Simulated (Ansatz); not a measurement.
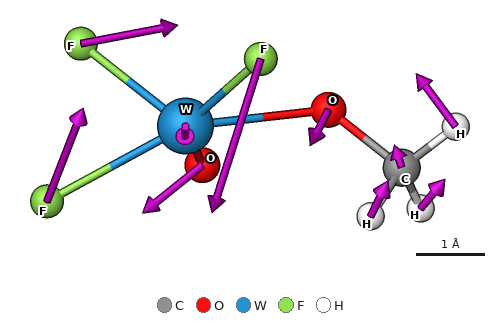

A relaxation of CH$_{3}$F$_{3}$O$_{2}$W (coarse preliminary run). The starting structure is drawn; purple arrows show the displacements, at their true length. The two geometries are superimposed by the best rigid fit.

A ball-and-stick model, seen from a free direction.

The start comes from a force field.

The calculation used RKS PBE-D4/def2-SVP (Ansatz 0.2.0). (force threshold 0.03 eV/Å; at most 200 steps)

### What happened in the run?

The atom that moves furthest after the best rigid fit is an F atom (2.44 Å). Largest moves by element: F 2.44 Å, O 1.17 Å, H 1.00 Å, W 0.65 Å, C 0.37 Å. Near-neighbour distances that change, for instance: F–W 2.368 → 1.882 Å, O–W 2.109 → 1.703 Å, O–W 2.234 → 1.871 Å, F–W 2.236 → 1.882 Å. Among the angles between lasting bonds that change: F–W–F 146.6° → 83.1°, O–W–O 67.5° → 103.2°, F–W–F 116.1° → 146.7°. Groups turn about C–O by about 45°. Over 27 geometry steps the energy falls by 1041.3 kJ/mol. The largest force component goes from 9.4 to 0.022 eV/Å.
